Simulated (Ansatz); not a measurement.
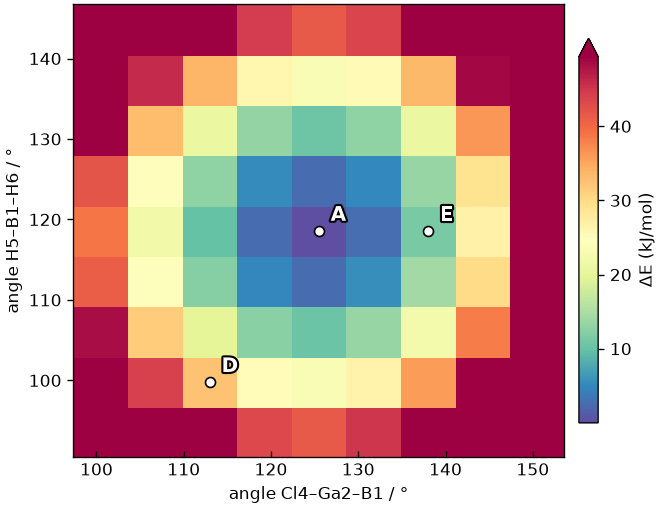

BClFGaH₂, SMILES [BH2][Ga]([F])[Cl]. Coordinates scanned: (1) angle Cl4–Ga2–B1; (2) angle H5–B1–H6. Nothing is relaxed (all other coordinates rigid). The scan uses a 9 × 9 grid. Points are written as (first, second). Energies: kJ/mol, counted from the relaxed molecule at the same level. Theory: RHF/def2-TZVP in Ansatz.

In the figure: one coloured cell a grid point, one colour for all values above the top of the scale, lettered points.

### Rank the lettered points by energy, lowest first.

A (0 kJ/mol), E (11 kJ/mol), D (32 kJ/mol).

### What kind of point is each of A, D, E: minimum, saddle, maximum or slope?

A: minimum; D: on a slope; E: on a slope. (In these two coordinates alone; a stationary point may lie a little off the grid point.)
